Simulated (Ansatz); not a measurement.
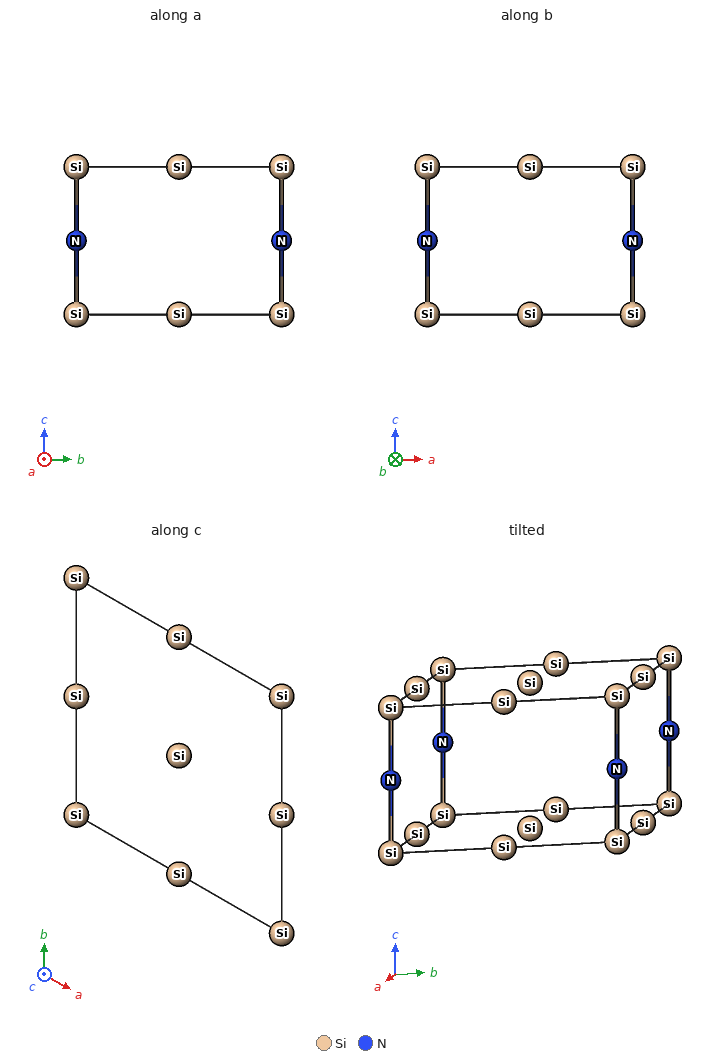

Drawn in the ball-and-stick manner and seen along the a axis, along the b axis, along the c axis and slightly off an axis. The wireframe shows the conventional unit cell.

Lattice parameters: a = 5.2572 Å, b = 5.2572 Å, c = 3.2732 Å, α = 90.000°, β = 90.000°, γ = 120.000°.

Q: From the views, write a CIF with its space group and independent sites.

A:
```cif
data_structure
_symmetry_space_group_name_H-M 'P 6/m m m'
_symmetry_Int_Tables_number 191
_cell_length_a 5.2572
_cell_length_b 5.2572
_cell_length_c 3.2732
_cell_angle_alpha 90.000
_cell_angle_beta 90.000
_cell_angle_gamma 120.000
_cell_volume 78.35
loop_
_atom_site_label
_atom_site_type_symbol
_atom_site_symmetry_multiplicity
_atom_site_Wyckoff_symbol
_atom_site_fract_x
_atom_site_fract_y
_atom_site_fract_z
_atom_site_occupancy
Si1 Si 3 f 0.5000 0.0000 0.0000 1
Si2 Si 1 a 0.0000 0.0000 0.0000 1
N1 N 1 b 0.0000 0.0000 0.5000 1
```

The structure comes from a random cell made by a generator, so it need not be a real form of the compound. The geometry was optimised with DFT PBE, scalar-relativistic, plane waves, PAW (Ansatz 0.2.0).
